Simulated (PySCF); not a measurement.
The calculation's input:

```
{"job": {"kind": "nmr", "xc": "PBE0", "basis": "pcSseg-1", "pop": false}, "charge": 0, "multiplicity": 1}
C      2.348200    -0.860300    -0.269600
Si     1.328800    -0.042500     1.038200
Si    -0.569100     1.210800     0.336200
N     -0.212400     1.681700    -1.276500
O     -1.694600     0.040800     0.454200
Si    -2.537800    -1.188500    -0.108200
H      2.356100    -1.950200    -0.245200
H      1.927000    -0.539000    -1.232600
H      3.408600    -0.563600    -0.452000
H      0.742100    -1.176900     1.944500
H      2.183200     0.857900     1.885000
H     -1.086100     2.195200     1.249400
H     -0.825000     1.607000    -2.064900
H      0.280700     2.583000    -1.453000
H     -1.730300    -2.382500     0.147500
H     -2.628900    -0.995900    -1.594400
H     -3.842500    -1.012500     0.494400
```

Run with:

```sh
OMP_NUM_THREADS=1 python probes_run.py task.json out
```

Geometry: GFN2-xTB, MD frame at 250 fs, 300 K.

Level of theory: PBE0/pcSseg-1, SCF density, gas phase, non-relativistic in PySCF.

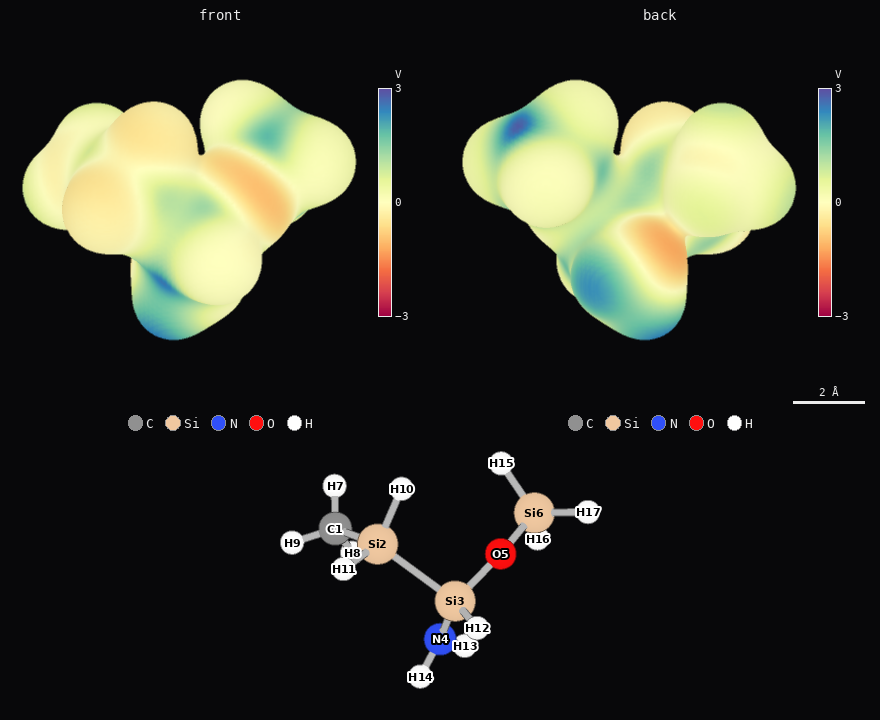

CH11NOSi3. The molecular electrostatic potential painted on the density surface at 0.004 e/bohr³, seen from the front and from behind; the colour scale runs from red (negative) to blue (positive). The bare structure is drawn below in the same view.

Describe the electrostatic potential map.

The most negative region (about −1.1 V) lies over N4, the most positive (about +2.5 V) over Si3 and Si6. N4 is the likeliest acceptor of a hydrogen bond.
